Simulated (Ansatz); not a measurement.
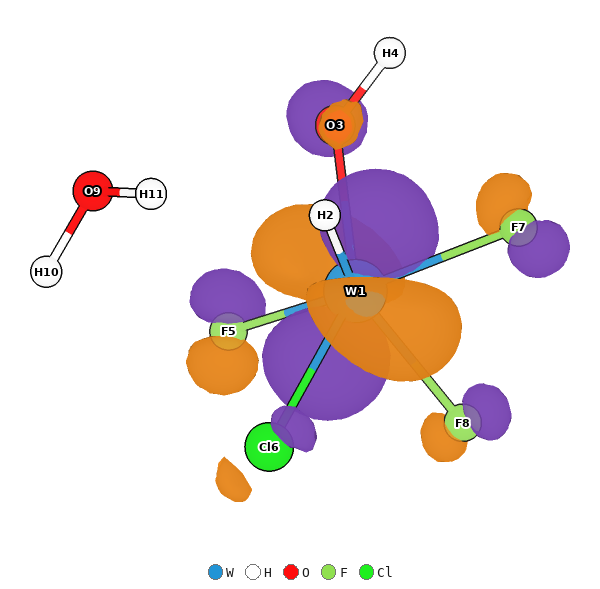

*ClF$_{3}$H$_{2}$OW···H$_{2}$O. The LUMO at ±0.2 Å⁻³ᐟ² (orange and purple are the two phases), seen at a tilt.*

Core potentials replace the inner electrons of W; not at a stationary point (largest force 0.9 eV/Å).

These are results of Ansatz, RKS PBE0/def2-SVP, not measurements.

```xyz
11

W    -0.0088   -0.1612   -0.5047
H    -0.5845   -0.6511    1.0271
O     1.5040    0.3326    0.4637
H     2.0389   -0.2955    0.9710
F     0.0507    1.6027   -1.0595
Cl   -2.3326   -0.0731   -0.6069
F     0.7232   -1.8753   -0.3204
F    -0.0853   -0.7740   -2.2641
O    -1.0873    1.5751    1.8658
H    -1.8525    1.9805    1.4377
H    -1.3986    0.6661    2.0724
```

> Where does this orbital lie, and at what energy?

It lies mainly on W1 (about 65 %), Cl6 (about 10 %), F5 (about 5 %) and O3 (about 5 %). Its energy is −3.91 eV.
